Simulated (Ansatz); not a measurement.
**C$_{5}$H$_{5}$BrClF (SMILES F[C@]1(Br)C=C(Cl)CC1): density, localisation and related maps**

| atom | x (Å) | y (Å) | z (Å) |
| --- | --- | --- | --- |
| C | -1.5573 | 2.0296 | 0.5914 |
| C | -2.2199 | 0.7354 | 0.2602 |
| C | -1.3269 | -0.0874 | -0.3097 |
| C | 0.0463 | 0.5177 | -0.4483 |
| C | -0.0520 | 1.7594 | 0.4596 |
| Br | -2.1613 | 3.4403 | -0.7273 |
| Cl | -1.6590 | -1.6684 | -0.9224 |
| F | -1.8902 | 2.5125 | 1.8193 |
| H | -3.2820 | 0.5519 | 0.4172 |
| H | 0.2271 | 0.7895 | -1.5033 |
| H | 0.8435 | -0.1815 | -0.1518 |
| H | 0.2964 | 1.5133 | 1.4757 |
| H | 0.5122 | 2.6292 | 0.1016 |

Geometry: B3LYP/def2-SVP.

The calculation used isolated molecule in a Gaussian basis; Kohn-Sham density functional theory, functional PBE0 in Ansatz 0.2.0.

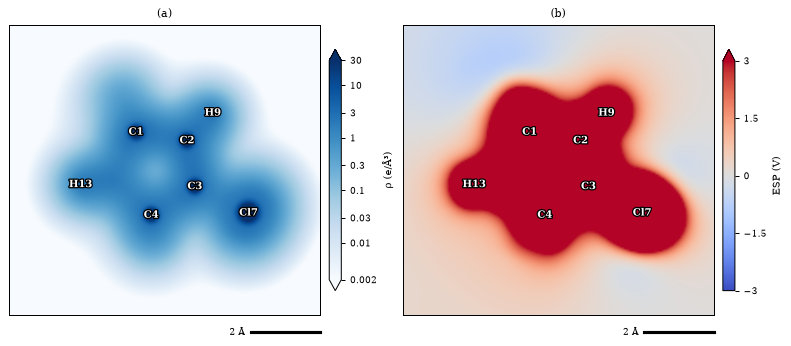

Figure 1. (a) total electron density; (b) electrostatic potential on the plane of atoms C1, C2 and C3.

### What do the fields say about this system?

- The section cuts through C, Cl and H sites.
- C–C (1.34 Å): the density is about 2.3 e/Å³ at the midpoint.
- C–Cl (1.73 Å): the density is about 1.5 e/Å³ at the midpoint.
- C–H (1.09 Å): the density is about 2 e/Å³ at the midpoint.
- C–C (1.49 Å): ρ at the midpoint is about 1.8 e/Å³.
- C–C (1.51 Å): the density is about 1.7 e/Å³ at the midpoint.
- Outside the dense part of the molecule the potential is most negative (−0.8 V) near F8, which lies off the plane.

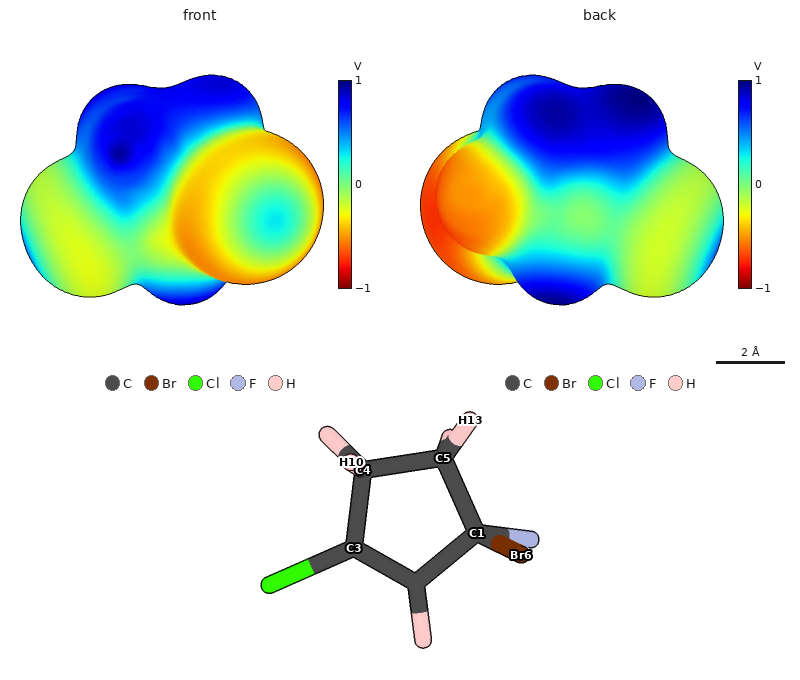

Figure 2. The electrostatic potential painted on the density surface at 0.001 e/bohr³, seen from the front and from behind; the colour scale runs from red (negative) to blue (positive). The bare structure is drawn below in the same view.

### Describe the electrostatic potential map.

The most negative region (about −0.8 V) lies over Br6 and F8, the most positive (about +1.0 V) over H9, H10, H11 and H12. Br6 shows a σ-hole: about +0.3 V at the tip opposite its bond, against about −0.5 V on its flanks. Cl7 shows a σ-hole: about +0.5 V at the tip opposite its bond, against about −0.1 V on its flanks.

### How polar is the molecule by this calculation?

Its dipole moment is 2.28 D.

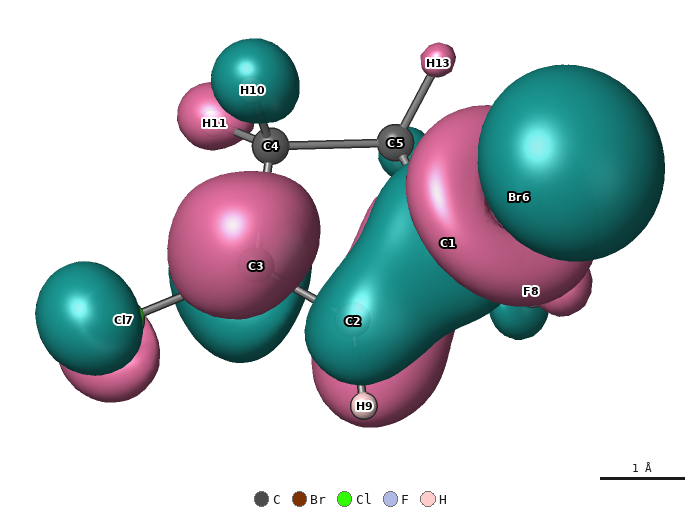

Figure 3. The LUMO at ±0.08 Å⁻³ᐟ² (teal and pink are the two phases), seen at a tilt.

### What is the character of this orbital?

By Hirshfeld shares it lies mainly on Br6 (about 30 %), C3 (about 20 %), C1 (about 15 %), C2 (about 15 %) and Cl7 (about 5 %). Its energy is −1.41 eV.

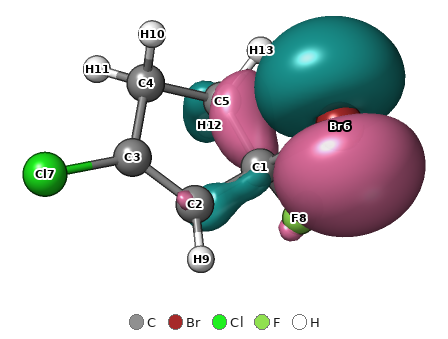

Figure 4. The HOMO−1 at ±0.1 Å⁻³ᐟ² (teal and pink are the two phases), seen at an oblique angle.

### Describe this orbital and give its energy.

By Hirshfeld shares it lies mainly on Br6 (about 85 %); largely a lone pair of Br6. Its energy is −8.23 eV.
